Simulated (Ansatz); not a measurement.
## Group exchange: C6H9N + SiH2(CH3)(OH) → C5H7N + C2H8OSi

Species: C6H9N (2,5-dimethylpyrrole) `Cc1ccc(C)[nH]1`, singlet; SiH2(CH3)(OH), singlet; C5H7N (2-methyl-1H-pyrrole) `Cc1ccc[nH]1`, singlet; C2H8OSi `CO[SiH2]C`, singlet. The partners trade CH3 for H: C–CH3 and O–H bonds give way to C–H and O–CH3.

Shapes, held fixed at every level: PBE0-D4/def2-TZVP. Flexible molecules stand in one conformer, not always the lowest. Programs: Ansatz 0.2.0. The zero-point and thermal change to 298 K, harmonic and unscaled (PBE0-D4/def2-TZVP), is +2.1 kJ/mol.

| level | kind | ΔH(298 K) (kJ/mol) | less CCSD(T)/CBS estimate |
| --- | --- | --- | --- |
| HF/def2-TZVPP | Hartree–Fock | +58.9 | -11.3 |
| r2SCAN-D4/def2-TZVPP | meta-GGA | +68.7 | -1.5 |
| BHLYP-D4/def2-TZVPP | global hybrid | +63.8 | -6.4 |
| wB97M-V/def2-TZVPP | range-separated hybrid | +67.2 | -3.0 |
| B2PLYP/def2-TZVPP | double hybrid | +66.1 | -4.1 |
| CCSD/def2-SVP | coupled cluster or CI | +61.7 | -8.5 |
| CCSD(T)/def2-TZVPP | coupled cluster or CI | +68.4 | -1.8 |
| CCSD(T)/CBS estimate | coupled cluster or CI | +70.2 | 0.0 |

The highest level, CCSD(T)/CBS estimate, gives ΔH(298 K) = +70.2 kJ/mol; the levels span +58.9 to +70.2. The column of differences is taken from that level and isn't an error. No measured value is set beside it here. The CBS estimate extrapolates MP2 from def2-TZVPP and def2-QZVPP and adds CCSD(T) − MP2 in the triple-zeta set, cores frozen.

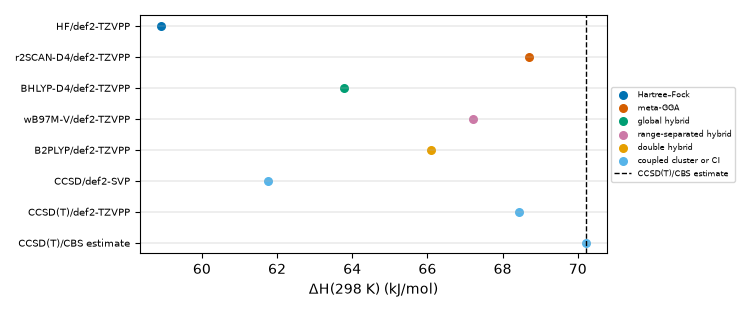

The values of the table, level by level.
